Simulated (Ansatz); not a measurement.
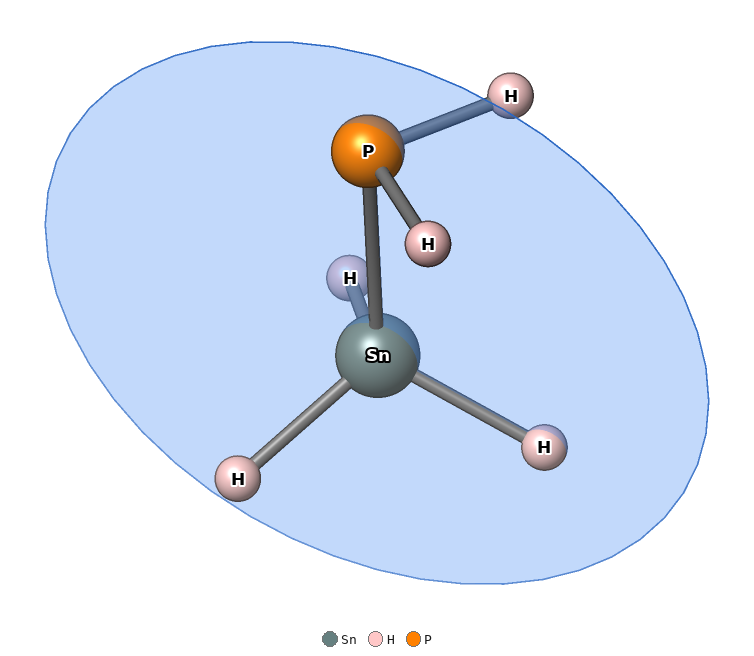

All proper rotation axes (lines) and mirror planes (discs) of the structure are drawn in. Atoms fade into the background with distance from the viewer. Computed geometry: PBE0-D4/def2-TZVP optimisation.

Name the symmetry elements and the point group.

It has 1 mirror plane. Point group Cs. The group has 2 operations. The geometry is achiral, and symmetry allows a dipole moment.
